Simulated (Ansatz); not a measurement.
# GaBH3ClO (SMILES O[B](Cl)[GaH2]) at HSE06/6-31G(d) (spherical functions)

What is the vertical ionisation energy of GaBH3ClO at HSE06/6-31G* (spherical functions)? 

The calculation is run with Ansatz 0.2.0.

127 further runs of the same task are left out: 127 set aside as unsound or not needed.

## 1. Starting point

GaBH3ClO has 7 atoms, charge 0, and is taken as a singlet. As SMILES, `O[B](Cl)[GaH2]`. The shape is that of a PBE0-D4/def2-TZVP optimisation. This is one conformer, not always the lowest.

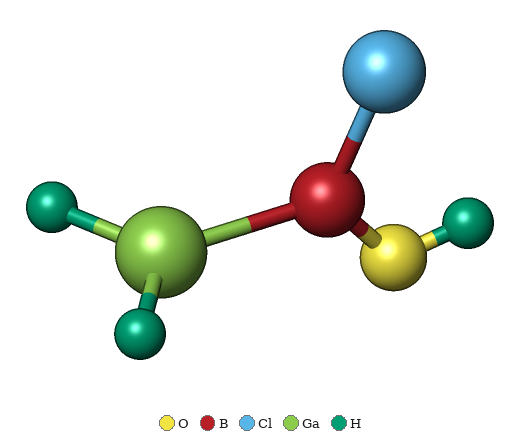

The structure, seen from a chosen angle (oxygen yellow, boron red, chlorine blue, gallium green, hydrogen teal).

## 2. The energy at HSE06/6-31G(d) (spherical functions)

Input file input.yaml:

```yaml
crystal:
  periodic: [false, false, false]
  atoms:
    - {symbol: O, position_ang: [-0.845500, -1.229100, 0.927100]}
    - {symbol: B, position_ang: [-0.031900, -0.664900, 0.017900]}
    - {symbol: Cl, position_ang: [0.899000, -1.736200, -1.070500]}
    - {symbol: Ga, position_ang: [0.202400, 1.406200, -0.190800]}
    - {symbol: H, position_ang: [-0.850900, -2.194300, 0.905900]}
    - {symbol: H, position_ang: [-0.691300, 2.232500, -1.186100]}
    - {symbol: H, position_ang: [1.318000, 2.185900, 0.596500]}
basis:
  gaussian:
    orbitals: 6-31G_st_-spherical.json
hamiltonian:
  xc: {name: HSE06}
accuracy: high
output: {orbitals: {seedname: orbitals}}
```

The basis set 6-31G* is read from a file made from the Basis Set Exchange's data (not shown).

Launch:

```
$ ansatz run input.yaml --threads 1 --pin off --max-ram 3480MiB --events-out events.jsonl --progress --plain --runs-dir runs
```

The program printed:

```text
Warning: RAYON_NUM_THREADS=1 ignored (pool sized by the plan → 1); use --threads N
Functional definition: HSE06
  name "HSE06"
  parameter a = 0.25
  parameter omega = 0.11/bohr
  exchange = pbe_x - a*pbe_x_sr(omega) + a*exact_x_sr(omega)
  correlation = pbe_c
1791 factors; integrals over basis functions are off by at most 1.5e-8 eV
101 factors; integrals over basis functions are off by at most 1.7e-9 eV
mean field evaluation 1: about -67648.4912 eV, gradient 4.3e1 eV
mean field evaluation 2: about -67642.5329 eV, gradient 7.2e1 eV
mean field evaluation 4: about -67651.6426 eV, gradient 2.6e0 eV
mean field evaluation 8: about -67651.7797 eV, gradient 3.1e-1 eV
mean field evaluation 16: about -67651.7800 eV, gradient 5.0e-5 eV
mean field -67651.78002921 eV, -2486.1570600499 hartree, gradient 2.3e-8 eV, S^2 0.000000; 0 other end points of the search recorded, 0 dependent functions left out
reference -67651.78003392 eV, -2486.1570602232 hartree; 32, 32 occupied and 52, 52 virtual orbitals, 1791 factors
Total energy: -67651.78003392 eV, -2486.1570602232 hartree
```

Wall time 11 s (1 thread of Arm Neoverse V1, shared host); peak memory 0.31 GiB.

## 3. The doublet cation

Input file job.yaml:

```yaml
crystal:
  periodic: [false, false, false]
  atoms:
    - symbol: O
      position_ang: [-0.845500, -1.229100, 0.927100]
    - symbol: B
      position_ang: [-0.031900, -0.664900, 0.017900]
    - symbol: Cl
      position_ang: [0.899000, -1.736200, -1.070500]
    - symbol: Ga
      position_ang: [0.202400, 1.406200, -0.190800]
    - symbol: H
      position_ang: [-0.850900, -2.194300, 0.905900]
    - symbol: H
      position_ang: [-0.691300, 2.232500, -1.186100]
    - symbol: H
      position_ang: [1.318000, 2.185900, 0.596500]
basis:
  gaussian: {orbitals: 6-31G_st_-spherical.json}
total_charge: 1
accuracy: high
hamiltonian: {xc: hse06}
magnetization: {spin_polarized: true, initial_magnetization: 1}
output: {orbitals: {seedname: orbitals}}
```

The basis set 6-31G* is read from a file made from the Basis Set Exchange's data (not shown).

Launch:

```
$ ansatz run job.yaml --threads 1 --pin off --max-ram 3480MiB --events-out events.jsonl --progress --plain --runs-dir runs
```

The program printed, cut to the lines that bear on the results:

```text
Warning: RAYON_NUM_THREADS=1 ignored (pool sized by the plan → 1); use --threads N
[... 6 set-up lines as earlier in the session ...]
1791 factors; integrals over basis functions are off by at most 1.5e-8 eV
101 factors; integrals over basis functions are off by at most 1.7e-9 eV
mean field evaluation 1: about -67630.6302 eV, gradient 5.0e1 eV
mean field evaluation 2: about -67497.7316 eV, gradient 1.3e2 eV
mean field evaluation 4: about -67640.4167 eV, gradient 9.0e0 eV
mean field evaluation 8: about -67641.7313 eV, gradient 5.2e0 eV
mean field evaluation 16: about -67642.0473 eV, gradient 1.9e-2 eV
mean field evaluation 32: about -67642.0473 eV, gradient 1.7e-7 eV
mean field -67642.04734476 eV, -2485.7993904934 hartree, gradient 2.5e-8 eV, S^2 0.755150; 3 other end points of the search recorded, 0 dependent functions left out
reference -67642.04734929 eV, -2485.7993906601 hartree; 32, 31 occupied and 52, 53 virtual orbitals, 1791 factors
Total energy: -67642.04734929 eV, -2485.7993906601 hartree
```

Wall time 25 s (1 thread of Arm Neoverse V1, shared host); peak memory 0.46 GiB.

## 4. Outcome

At HSE06/6-31G* (spherical functions):

```
                                          quantity           value
                    singlet GaBH3ClO: total energy  -2486.15706 Eh
                     singlet GaBH3ClO: HOMO energy        -7.22 eV
                     singlet GaBH3ClO: LUMO energy        -2.07 eV
                   singlet GaBH3ClO: HOMO–LUMO gap         5.15 eV
                      doublet cation: total energy  -2485.79939 Eh
doublet cation: HOMO energy (highest over α and β)       -13.79 eV
 doublet cation: LUMO energy (lowest over α and β)       -12.22 eV
                              doublet cation: ⟨S²⟩           0.755
vertical ionisation energy (to the doublet cation)        9.733 eV
```

What this shows: The vertical ionisation energy comes to 9.73 eV (939 kJ/mol). The negative HOMO energy of the first species, 7.22 eV, lies 2.51 eV below that difference.
